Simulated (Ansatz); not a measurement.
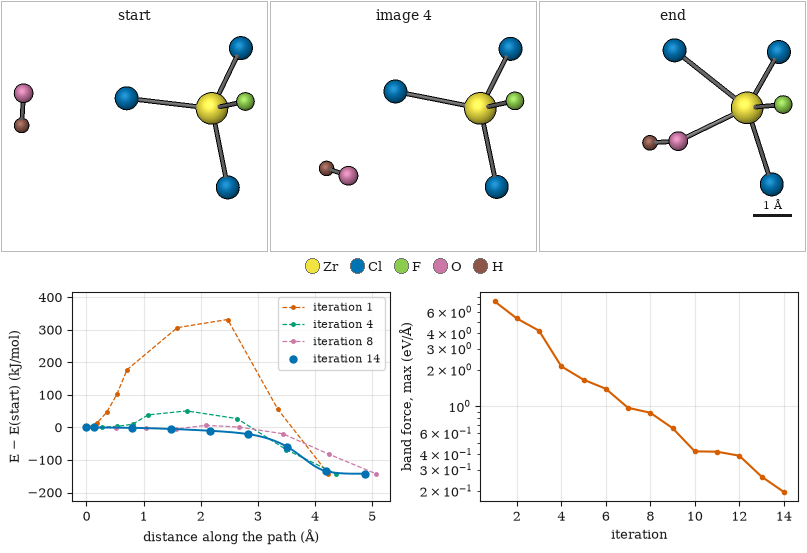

A nudged-elastic-band calculation for ZrHOCl₃F (multiplicity 2), made up at the start of ZrCl3F and HO. Images are numbered from 0 (start) to 8 (end). The plot follows the band through its iterations. The picture is a ball-and-stick view, seen face on.

The calculation used UKS PBE/def2-SVP (Ansatz). Settings: 7 movable images; climbing image; force threshold 0.2 eV/Å; iteration limit 56; starting path through a guess of the saddle point.

### Judge this run.

The run met only a loose threshold, so the barrier can't be trusted yet. The band converged in 14 iterations. The largest component of the band force went from 7.4 to 0.2 eV/Å. The force threshold is so loose that the height of the top is at best an upper bound. The first iteration put the highest image at 331.7 kJ/mol. No barrier shows: the energy is highest at the start, and the end lies 142.1 kJ/mol below the start.

Limits of the set-up: the start holds two separate molecules, 2.8 Å apart at their closest, whose relative position is a soft coordinate and is computed without a dispersion correction.

The run took 6.2 min on 4 threads of Intel(R) Xeon(R) Platinum 8259CL CPU @ 2.50GHz (Skylake/Cascade Lake), on a shared host, peak memory 0.36 GiB.
